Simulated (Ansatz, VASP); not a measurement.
# Cross-check of SnAs between VASP and Ansatz, part 2 of 2

Aim: how closely do two programs agree when they are given the same cell, functional and k mesh? The cell is taken from a series of VASP runs on this material, whose earlier steps may have relaxed, scaled or displaced it; both programs get it as it stands. Valence electrons are named where the data sets of a main pair hold unlike numbers.

VASP 6.6.1 and Ansatz 0.2.0.

So far. Step 3 (Ansatz: single point, r2SCAN with rVV10): The run ends at a pressure of 0.11 GPa.

## 5. Ansatz: band structure, r2SCAN with rVV10, spin-orbit coupling

Level of this step: Ansatz beside VASP: Kohn-Sham DFT, plane waves, r2SCAN with rVV10, spin-orbit coupling (Ansatz).

With cell and atoms fixed, the geometry can't cause a difference; cores, projectors, grids and the points listed under the comparison can.

The cell is taken from a series of VASP runs on this material, whose earlier steps may have relaxed, scaled or displaced it; both programs get it as it stands.

Input file input.yaml:

```yaml
crystal:
  lattice:
    - [0.0, 2.8606905512, 2.8606905512]
    - [2.8606905512, 0.0, 2.8606905512]
    - [2.8606905512, 2.8606905512, 0.0]
  atoms:
    - { symbol: Sn, position: [0.0, 0.0, 0.0] }
    - { symbol: As, position: [0.5, 0.5, 0.5] }
hamiltonian:
  xc: r2scan
  pseudopotentials: { kind: paw_fr }
  dispersion: rvv10
magnetization:
  noncollinear: true
  spin_orbit: true
kpoints:
  mp_grid: { grid: [5, 5, 5] }
  band_path:
    path:
      - [0.0, 0.0, 0.0]
      - [0.16667, 0.0, 0.16667]
      - [0.33333, 0.0, 0.33333]
      - [0.5, 0.0, 0.5]
      - [0.5, 0.08333, 0.58333]
      - [0.5, 0.18333, 0.68333]
      - [0.5, 0.25, 0.75]
      - [0.45, 0.3, 0.75]
      - [0.40833, 0.34167, 0.75]
      - [0.35, 0.35, 0.7]
      - [0.225, 0.225, 0.45]
      - [0.075, 0.075, 0.15]
      - [0.03333, 0.03333, 0.03333]
      - [0.23333, 0.23333, 0.23333]
      - [0.4, 0.4, 0.4]
      - [0.51667, 0.46667, 0.51667]
      - [0.55833, 0.38333, 0.55833]
      - [0.60833, 0.28333, 0.60833]
      - [0.60833, 0.25, 0.64167]
      - [0.55833, 0.25, 0.69167]
      - [0.51667, 0.25, 0.73333]
      - [0.5, 0.3, 0.7]
      - [0.5, 0.38333, 0.61667]
      - [0.5, 0.48333, 0.51667]
      - [0.475, 0.475, 0.55]
      - [0.425, 0.425, 0.65]
      - [0.38333, 0.38333, 0.73333]
      - [0.59167, 0.18333, 0.59167]
      - [0.55, 0.1, 0.55]
      - [0.5, 0.0, 0.5]
    npoints: 1
scf:
  occupations: { method: gaussian, width: 0.05 }
  n_extra_bands: 14
output:
  forces: true
  stress: true
  eigenvalues: true
```

Started as:

```console
$ ansatz run input.yaml --threads 2 --pin off --max-ram 4608MiB --backend cpu --events-out ev --progress --plain --runs-dir out
```

Numbers of over 12 decimals in the logs are rounded to 6 here.

What it wrote:

```text
[...]
non-collinear run that drives no moment, with spin-orbit: no starting moment large enough to seed its density (crystal.atoms[].spin), no starting occupations that ask for one, no magnetisation constraint and no magnetic field, so the semilocal B_xc is pinned to zero
Crystal: 2 atoms, lattice volume = 46.821 Å³
[...]
k-point 1: bands = [... 25 lower, 9.6647, 9.9384, 9.9384, 11.6038, 11.6038, 14.4872, 14.4872, 14.9416, ... 10 higher]
  k-point 2: bands = [... 25 lower, 10.0256, 10.2321, 10.2321, 12.0915, 12.0915, 12.6373, 12.6373, 12.9661, ... 10 higher]
  k-point 9: bands = [... 25 lower, 6.4685, 6.7039, 6.7039, 11.2415, 11.2415, 13.7955, 13.7955, 16.5054, ... 10 higher]
[key lines of the parts left out:]
SCF converged after 7 iterations
Magnetization: |M| = 0.0000 μB,  M = (+0.0000, +0.0000, +0.0000) μB
Free energy (F): -10886.937569 eV
Fermi energy:    10.689164 eV
P = ⅓ Tr σ = -0.2647 GPa (-2.647 kbar)
```

Run time: 40 s. Hardware: 2 threads of Arm Neoverse N1, shared host; peak memory 0.69 GiB.

## 6. VASP: band structure, r2SCAN with rVV10, spin-orbit coupling

The same cell, functional, mesh and smearing now go to VASP, with its own data sets.

Input file INCAR:

```
SYSTEM = SnAs
PREC = Accurate
ENCUT = 400
EDIFF = 1E-06
NELM = 100
ISMEAR = 0
SIGMA = 0.05
LREAL = .FALSE.
ALGO = Normal
METAGGA = R2SCAN
LUSE_VDW = .TRUE.
IVDW_NL = 2
BPARAM = 11.95
CPARAM = 0.0093
LASPH = .TRUE.
LNONCOLLINEAR = .TRUE.
MAGMOM = 0 0 0 0 0 0
NBANDS = 30
GGA_COMPAT = .FALSE.
LSORBIT = .TRUE.
LORBIT = 11
LWAVE = .FALSE.
LCHARG = .FALSE.
KPAR = 2
```

Input file POSCAR:

```
SnAs
1.0
    0.0000000000      2.8606905512      2.8606905512
    2.8606905512      0.0000000000      2.8606905512
    2.8606905512      2.8606905512      0.0000000000
Sn As
1 1
Direct
    0.0000000000      0.0000000000      0.0000000000
    0.5000000000      0.5000000000      0.5000000000
```

Input file KPOINTS:

```
Automatic mesh
0
Gamma
5 5 5
0 0 0
```

Input file KPOINTS_OPT:

```
Line mode
16
Line-mode
Reciprocal
  0.00000000   0.00000000   0.00000000 GAMMA
  0.50000000   0.00000000   0.50000000 X

  0.50000000   0.00000000   0.50000000 X
  0.50000000   0.25000000   0.75000000 W

  0.50000000   0.25000000   0.75000000 W
  0.37500000   0.37500000   0.75000000 K

  0.37500000   0.37500000   0.75000000 K
  0.00000000   0.00000000   0.00000000 GAMMA

  0.00000000   0.00000000   0.00000000 GAMMA
  0.50000000   0.50000000   0.50000000 L

  0.50000000   0.50000000   0.50000000 L
  0.62500000   0.25000000   0.62500000 U

  0.62500000   0.25000000   0.62500000 U
  0.50000000   0.25000000   0.75000000 W

  0.50000000   0.25000000   0.75000000 W
  0.50000000   0.50000000   0.50000000 L

  0.50000000   0.50000000   0.50000000 L
  0.37500000   0.37500000   0.75000000 K

  0.62500000   0.25000000   0.62500000 U
  0.50000000   0.00000000   0.50000000 X
```

Potentials, in the order of the species: Sn_d and As (PBE family, release 64).

Started as:

```console
$ mpirun -np 2 vasp_ncl
```

What it wrote:

```text
[banner, memory and clock lines left out]
running    2 mpi-ranks, on    1 nodes
[...]
[... a notice as in an earlier step ...]

 [... a notice as in an earlier step ...]

 LDA part: xc-table for (None), standard interpolation
 POSCAR, INCAR and KPOINTS ok, starting setup
[...]
entering main loop
       N       E                     dE             d eps       ncg     rms          rms(c)
Total rVV10 correction in eV:      0.4321807    21.5668747
Total rVV10 correction in eV:      0.4321807    21.5668747
DAV:   1     0.124183505983E+03    0.12418E+03   -0.78173E+03   624   0.145E+03
DAV:   2    -0.216596109463E+02   -0.14584E+03   -0.14079E+03   612   0.417E+02
DAV:   3    -0.412198025128E+02   -0.19560E+02   -0.19177E+02   690   0.133E+02
DAV:   4    -0.420223165581E+02   -0.80251E+00   -0.80001E+00   726   0.286E+01
DAV:   5    -0.420491864158E+02   -0.26870E-01   -0.26868E-01   842   0.516E+00    0.366E+00
Total rVV10 correction in eV:      0.4334720    21.5668756
Total rVV10 correction in eV:      0.4334720    21.5668756
[...]
Total rVV10 correction in eV:      0.4387704    21.5668756
   1 F= -.39124260E+02 E0= -.39122433E+02  d E =-.365422E-02  mag=    -0.0000    -0.0000     0.0000
 Start KPOINTS_OPT (optional k-point list driver)
k-point batch [1-10\160]
       N       E                     dE             ncg
DAV:   1     0.418465154242E+03   -0.53741E+03      650
DAV:   2    -0.111223274222E+04   -0.15307E+04      612
DAV:   3    -0.132703531929E+04   -0.21480E+03      706
DAV:   4    -0.133499050796E+04   -0.79552E+01      760
DAV:   5    -0.133524537453E+04   -0.25487E+00      890
DAV:   6    -0.133524849900E+04   -0.31245E-02      802
DAV:   7    -0.133524859550E+04   -0.96507E-04      908
DAV:   8    -0.133524859716E+04   -0.16537E-05      730
DAV:   9    -0.133524859721E+04   -0.51939E-07      526
[...]
k-point batch [151-160\160]
       N       E                     dE             ncg
DAV:   1     0.166711212240E+03   -0.55905E+04      632
DAV:   2    -0.128230050135E+04   -0.14490E+04      600
DAV:   3    -0.145905987796E+04   -0.17676E+03      800
DAV:   4    -0.146475014031E+04   -0.56903E+01      722
DAV:   5    -0.146493819497E+04   -0.18805E+00      910
DAV:   6    -0.146493968418E+04   -0.14892E-02      732
DAV:   7    -0.146493975334E+04   -0.69155E-04      904
DAV:   8    -0.146493975406E+04   -0.72763E-06      638
```

Parts of OUTCAR (step 6):

```text
  Total       -0.0097338     -0.0097338     -0.0097338      0.0000000     -0.0000000     -0.0000000
  in kB       -0.3330828     -0.3330828     -0.3330828      0.0000000     -0.0000000     -0.0000000
  external PRESSURE =      -0.3330828 kB  Pullay stress =       0.0000000 kB

 POSITION                                       TOTAL-FORCE (eV/Angst)
 -----------------------------------------------------------------------------------
      0.00000      0.00000      0.00000         0.000000      0.000000      0.000000
      2.86069      2.86069      2.86069         0.000000      0.000000      0.000000
 -----------------------------------------------------------------------------------
    total drift:                               -0.000000      0.000000      0.000000

  FREE ENERGIE OF THE ION-ELECTRON SYSTEM (eV)
  ---------------------------------------------------
  free  energy   TOTEN  =       -39.1242597418 eV

  energy  without entropy=      -39.1206055182  energy(sigma->0) =      -39.12243263

 magnetization (x)
# of ion       s       p       d       tot
------------------------------------------
    1        0.000   0.000   0.000   0.000
    2        0.000   0.000  -0.000   0.000
--------------------------------------------------
tot          0.000   0.000  -0.000   0.000

 magnetization (y)
# of ion       s       p       d       tot
------------------------------------------
    1        0.000   0.000   0.000   0.000
    2        0.000   0.000   0.000   0.000
--------------------------------------------------
tot          0.000   0.000   0.000   0.000

 magnetization (z)
# of ion       s       p       d       tot
------------------------------------------
    1        0.000   0.000  -0.000  -0.000
    2        0.000  -0.000   0.000  -0.000
--------------------------------------------------
tot          0.000  -0.000  -0.000  -0.000

[... 1 part as in an earlier step ...]

[... 2 further parts left out ...]
[key lines of the parts left out:]
E-fermi :   6.6534
```

The run ends at a pressure of -0.03 GPa.

## 7. Differences

What differs besides the data sets and the points named for the pairs above, as far as they apply: spin-orbit coupling enters by fully relativistic files in Ansatz and inside the spheres in VASP; the data sets hold 29 valence electrons in Ansatz (on its fully relativistic PAW (standard-fr) files) and 19 in VASP. Total energies have different zeros and are not compared.

Compared:

| quantity | Ansatz | VASP | difference |
| --- | --- | --- | --- |
| pressure (GPa) | -0.26 | -0.03 | -0.23 |

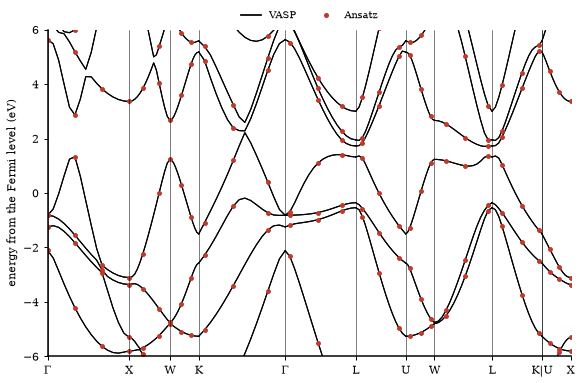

Bands from VASP (lines) and levels from Ansatz (dots). Dots without a line are higher empty bands that the VASP plot leaves out.

Levels from 3 eV below to 2 eV above the Fermi level differ by 4 meV r.m.s. and 11 meV at most; each VASP level is matched to the nearest of Ansatz, which flatters the figure a little.

## 8. Summary of results

- difference in pressure (single point, r2SCAN with rVV10): -0.20 GPa
- r.m.s. difference of levels near the Fermi level (band structure, r2SCAN with rVV10, spin-orbit coupling): 4 meV

**Reading.** The difference in pressure is -0.20 GPa (single point, r2SCAN with rVV10), within the 1 GPa picked in this series as the mark of a large difference. The data sets hold unlike numbers of valence electrons (29 in Ansatz and 19 in VASP), so part of the differences comes from the potentials. How closely two codes agree says nothing of how well the functional describes the real material.

[Lines on the potential files, build, host, timing and source positions are cut from VASP's logs without a mark.]

[Logs are printed without paths, hosts, clocks, repeated set-up lines and the standing remarks that a program may print on its own settings, such as how far it seeks lower states.]

[Hosts, paths, dates, database ids (printed as entryN), source tags and the programs' standing remarks are cut or masked in the printed files.]
